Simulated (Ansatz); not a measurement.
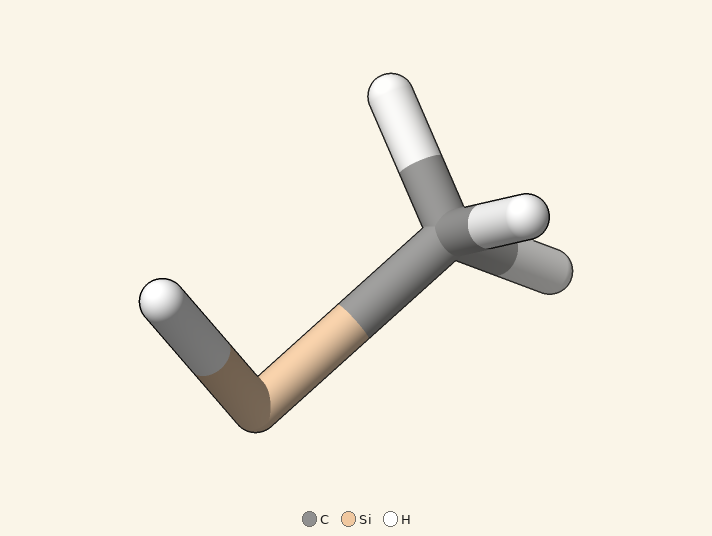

A stick model of a molecule.

The computed structure is the end point of a PBE0-D4/def2-TZVP optimisation. No frequency run is at hand to confirm it as a minimum.

> Which formula does it have?

CH₄Si, 6 atoms: 1 carbon, 4 hydrogen and 1 silicon.

> How many atoms are distinct by symmetry?

5: 1 C, 1 Si, 2 H, 1 H, 1 H.

> Count the bonded pairs by element.

3 C–H, 1 C–Si, 1 Si–H. Sticks follow a distance rule.

> What is the point group of this geometry?

Cs.

The parts below concern this one geometry. Atoms keep their numbers from picture to picture.

## Charges

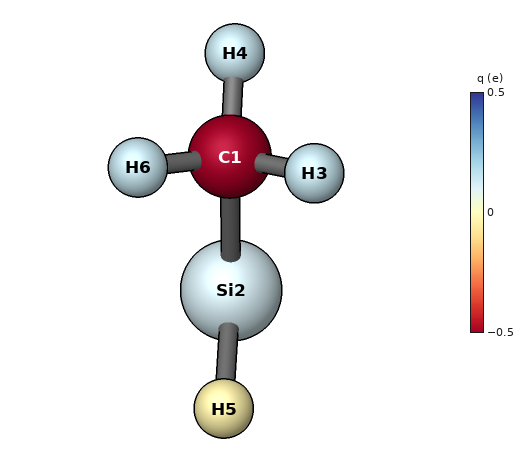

Atoms are coloured by their Mulliken charges. No frequency run is at hand to confirm it as a minimum. Properties computed with RKS PBE0-D4/def2-TZVP (Ansatz 0.2.0).

Give the Mulliken charges atom by atom.

| atom | value (e) |
| --- | --- |
| C1 | −0.49 |
| Si2 | 0.11 |
| H3 | 0.14 |
| H4 | 0.14 |
| H5 | −0.04 |
| H6 | 0.14 |

## Electronic properties

No frequency run is at hand to confirm it as a minimum. Level of theory: RKS PBE0-D4/def2-TZVPP (Ansatz 0.2.0).

Predict the main results.

- HOMO energy (Kohn–Sham orbital): −6.30 eV
- LUMO energy (Kohn–Sham orbital): −2.53 eV
- HOMO–LUMO gap: 3.77 eV

## Dipole moment

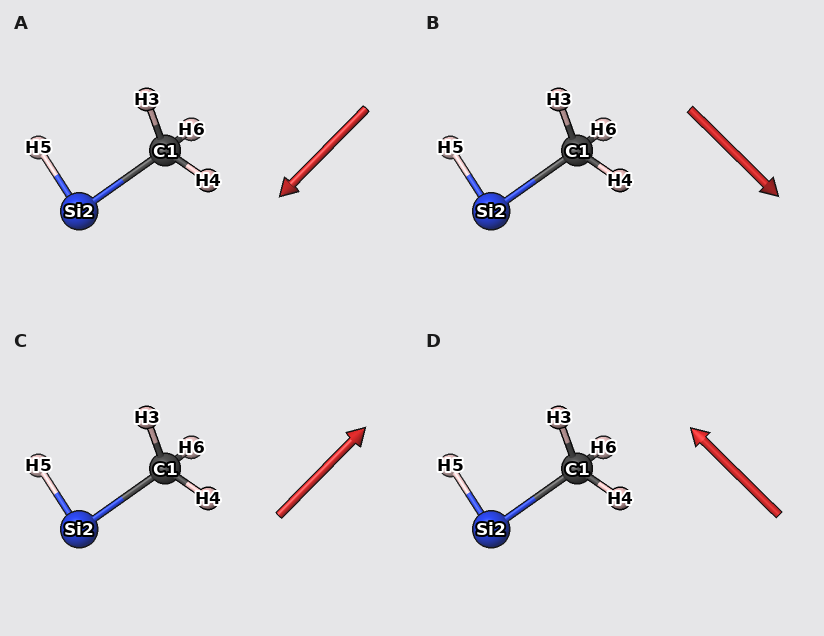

The same molecule four times, each with an arrow. No frequency run is at hand to confirm it as a minimum. Properties computed with RKS PBE0-D4/def2-TZVP (Ansatz 0.2.0).

> Which arrow points along the dipole moment, from the negative to the positive end?

C. The dipole moment is 1.16 D; it points from the side of Si2 to the side of H3, H6 (the outermost atoms at the two ends).

Mulliken values depend strongly on the basis set and can even reverse the polarity of a bond.
